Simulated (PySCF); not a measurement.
## A study: C₄H₄F₂O, SMILES `O=C(F)[CH]1C[CH]1F`

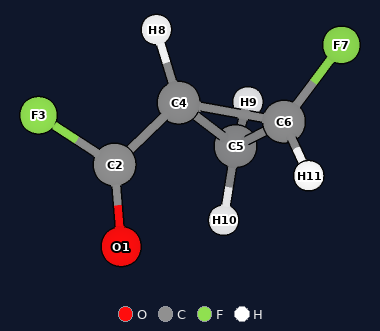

The molecule, with its atoms numbered as below. No frequency check shows the geometry to be a minimum.

Cartesian coordinates (Å):

```
O1      -1.5976   -1.0126    0.6289
C2      -1.2277   -0.0407    0.0663
F3      -2.1092    0.9676   -0.1889
C4       0.1082    0.2896   -0.4366
C5       1.0010   -0.8535   -0.8903
C6       1.2926   -0.1743    0.3895
F7       2.3516    0.6653    0.4525
H8       0.1959    1.2423   -0.9410
H9       1.6493   -0.6575   -1.7300
H10      0.5859   -1.8485   -0.8486
H11      1.1228   -0.6586    1.3429
```

## 1. Excited states

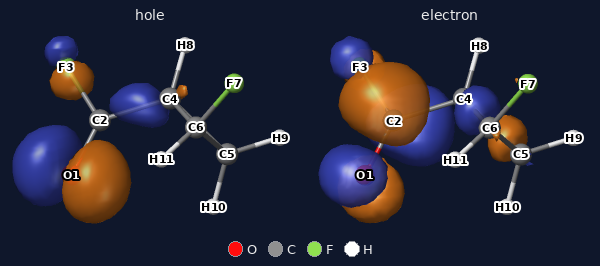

Leading natural transition orbital pair of S₁ (CIS singlet states); the surfaces enclose about 78 % of each orbital's density.

Method: HF/def2-SVP; geometry: GFN2-xTB; program: PySCF. Without diffuse functions Rydberg states are missing, so the states' numbers hold for this basis only.

> Where does the state lie, and where do hole and electron sit?

7.03 eV (176 nm), f = 0.002 (very weak); the leading pair carries 100 %; hole on O1 (73 %), C2 (11 %) and F3 (8 %), electron on C2 (46 %), O1 (31 %) and F3 (7 %); their centroids lie 0.6 Å apart. In canonical orbitals it is mainly HOMO−2 → LUMO (79 %). The HOMO–LUMO gap is 16.22 eV.

## 2. Localised orbitals

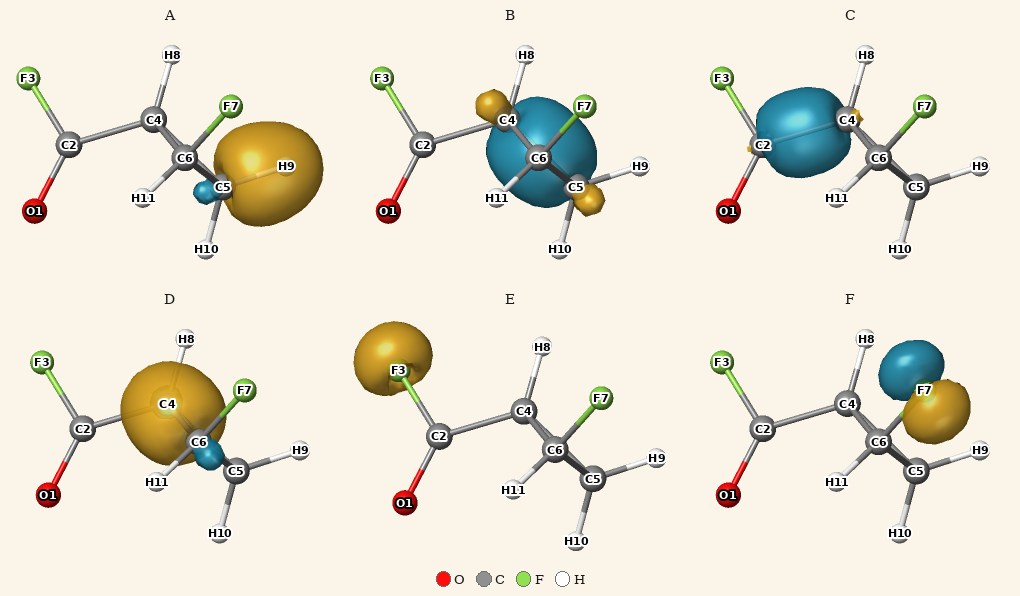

Pipek–Mezey orbitals, occupied; each surface holds about 70 % of the orbital's density. Energies are diagonal elements of the Fock matrix.

Computed with PySCF, BP86/def2-SVP, geometry: GFN2-xTB.

> Name the orbitals, with their atomic make-up and energies.

By panel:
- A: σ bond C5–H9 (C5 56 %, H9 43 %; −12.9 eV)
- B: σ bond C4–C5 (C4 50 %, C5 46 %; −13.1 eV)
- C: σ bond C2–C4 (C2 51 %, C4 49 %; −16.0 eV)
- D: σ bond C4–C6 (C4 50 %, C6 46 %; −13.6 eV)
- E: lone pair on F3 (sp0.4-type) (F3 100 %; −21.8 eV)
- F: lone pair on F7 (p-type) (F7 97 %; −10.0 eV)

> How do all the valence pairs divide up?

20 pairs: 11 σ bonds, 8 lone pairs and 1 two-centre π bond.

## 3. Stretching a bond

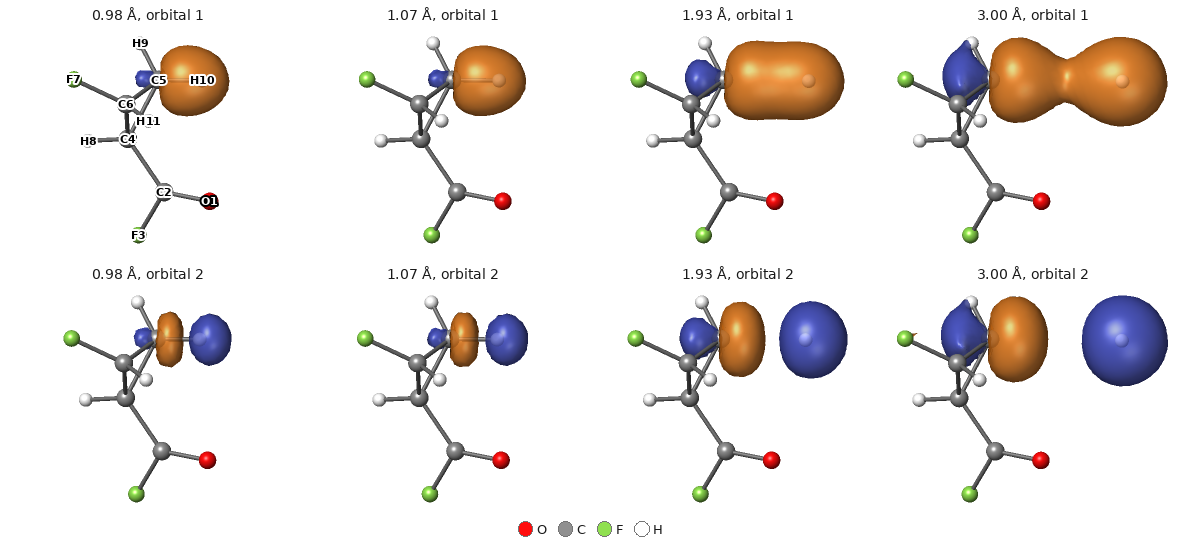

Rigid stretch of the C5–H10 bond. The two CASSCF(2,2) natural orbitals nearest half filling (orbital 1 the more occupied).

Level of theory: 6-31G* basis (PySCF), at a geometry from GFN2-xTB.

> How do the occupations change along the stretch?

0.98 Å: 1.99 and 0.01; 1.07 Å: 1.98 and 0.02; 1.93 Å: 1.82 and 0.18; 3.00 Å: 1.27 and 0.73. At the longest distance computed (3.00 Å) they are 1.27 and 0.73, and the effective number of unpaired electrons is 1.7.

> Where does the UHF solution part from RHF?

Between 1.44 Å (⟨S²⟩ = 0, the two coincide) and 1.66 Å (⟨S²⟩ = 0.04); at 3.00 Å ⟨S²⟩ is 0.99 and UHF lies 3.8 eV below RHF.

> How much energy does the stretch cost?

By CASSCF, 4.6 eV from the lowest point of the scan (1.07 Å) to 3.00 Å; RHF gives 7.9 eV from its own lowest point. The fragments aren't relaxed and dynamic correlation is missing, so this isn't a bond dissociation energy.
